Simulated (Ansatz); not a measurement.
**H4O3Sn: density, localisation and related maps**

```xyz
8

Sn   -0.1929    0.0370   -0.0356
O     0.0363    0.2547    1.8897
H    -0.4327   -0.3388    2.4570
O     1.5426   -0.5044   -0.7425
H     2.2472   -0.6291   -0.1243
H    -0.7694    1.4391   -0.7737
O    -1.4036   -1.4714   -0.2901
H    -1.0447   -2.2652   -0.6577
```

Core potentials replace the inner electrons of Sn.

Level of theory: RHF/def2-SVP in Ansatz.

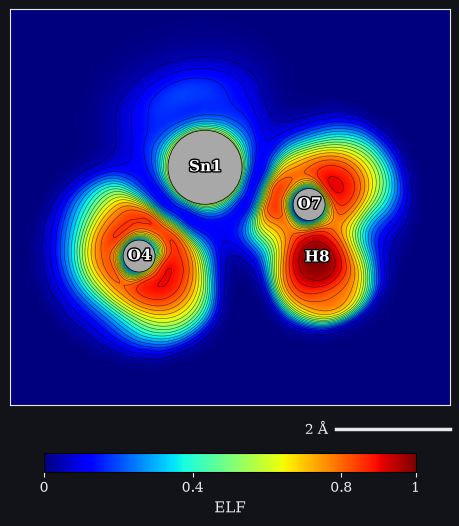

Figure 1. ELF on the plane of atoms O4, Sn1 and O7. Grey discs cover the atomic cores.

### Describe what can be read from this map.

- The plane passes through Sn, O and H nuclei.
- Sn–O (1.95 Å): the ELF peaks at about 0.85 in the valence shell of O, 0.6 Å from its nucleus, and drops to about 0.15 between the two atoms.
- O–H (0.95 Å): the ELF climbs to about 1 towards the hydrogen, as it does in any bond to H; a covalent bond by its length.
- The ELF also peaks beside O4 and O7, away from the bonds: lone-pair regions.

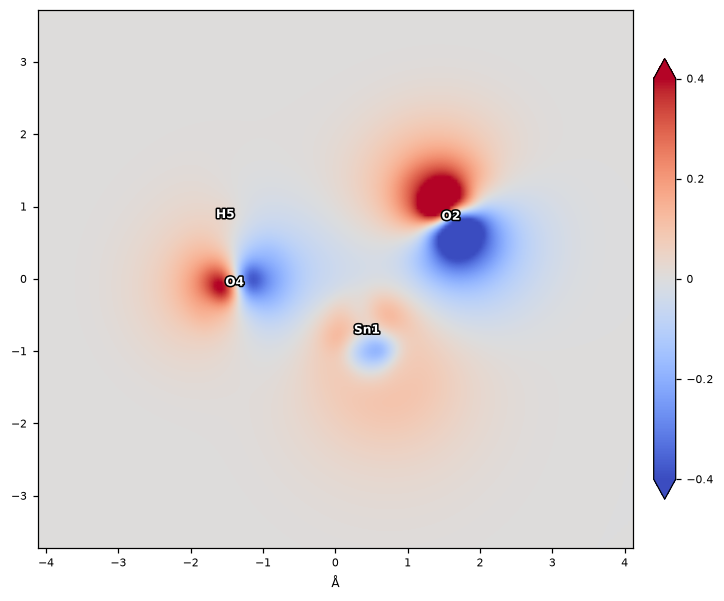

Figure 2. The HOMO on the plane of atoms O2, Sn1 and O4 (values in Å⁻³ᐟ²; the overall sign is arbitrary).

### What is the character of this orbital?

By Hirshfeld shares it lies mainly on O2 (about 20 %), O4 (about 20 %), O7 (about 20 %), H6 (about 20 %) and Sn1 (about 15 %). Its energy is −12.64 eV.

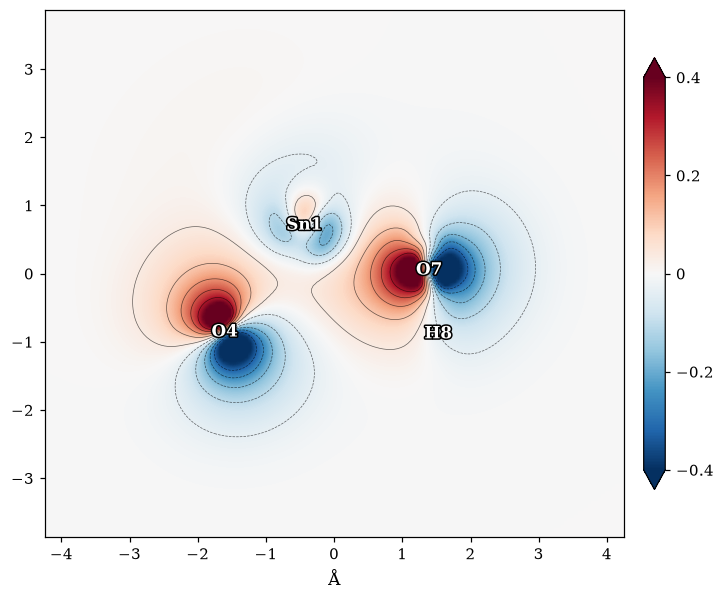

Figure 3. The HOMO−1 on the plane of atoms O4, Sn1 and O7 (values in Å⁻³ᐟ²; the overall sign is arbitrary).

### Describe this orbital and give its energy.

It lies mainly on O2 (about 40 %), O7 (about 40 %), O4 (about 10 %) and Sn1 (about 10 %); largely a combination of lone pairs on O2, O7 and O4. It is one of a degenerate set, so its orientation is arbitrary. Its energy is −13.06 eV.
